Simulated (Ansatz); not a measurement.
C3H2O (propiolaldehyde): a line through the functionals

The species is C3H2O (6 atoms), meant as a singlet with charge 0. SMILES: `C#CC=O`. The shape is that of a PBE0-D4/def2-TZVP optimisation.

The HOMO–LUMO gap y, in eV, basis 6-311+G(d,p); a is the functional's share of exact exchange. Programs: Ansatz 0.2.0.

| functional | program | a | y (eV) |
| --- | --- | --- | --- |
| BLYP | Ansatz | 0 | 3.31 |
| PBE | Ansatz | 0 | 3.25 |
| B3LYP | Ansatz | 0.2 | ? |
| PBE0 | Ansatz | 0.25 | 6.01 |
| r2SCAN0 | Ansatz | 0.25 | 6.35 |
| BHLYP | Ansatz | 0.5 | 8.85 |

Fit y = c + s·a to the known rows and predict B3LYP.


1. Means of the 5 rows: a = 0.2000, y = 5.554.
2. Σ(Δa)² = 0.175, Σ(Δa·Δy) = 1.961, so the slope is 1.961/0.175 = 11.206.
3. Intercept: 5.554 − (11.206) × 0.2000 = 3.313. The largest residual of the fit is 0.24.
4. B3LYP: 3.313 + (11.206) × 0.2 = 5.55 eV.

The run gave 5.51 eV, so the prediction is off by +0.04 eV, within the scatter of the fit. Exact exchange lowers occupied levels and raises empty ones. The rows mix families of semi-local functionals, which the line can't see.

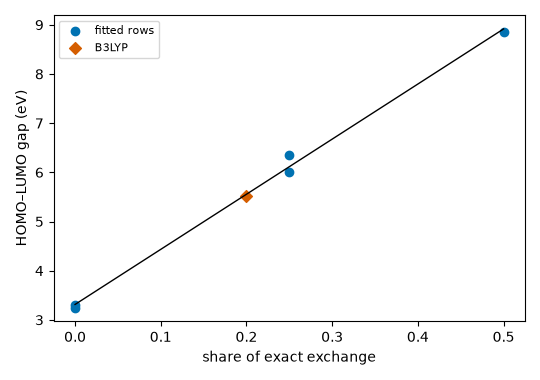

The fitted line, with the withheld row.
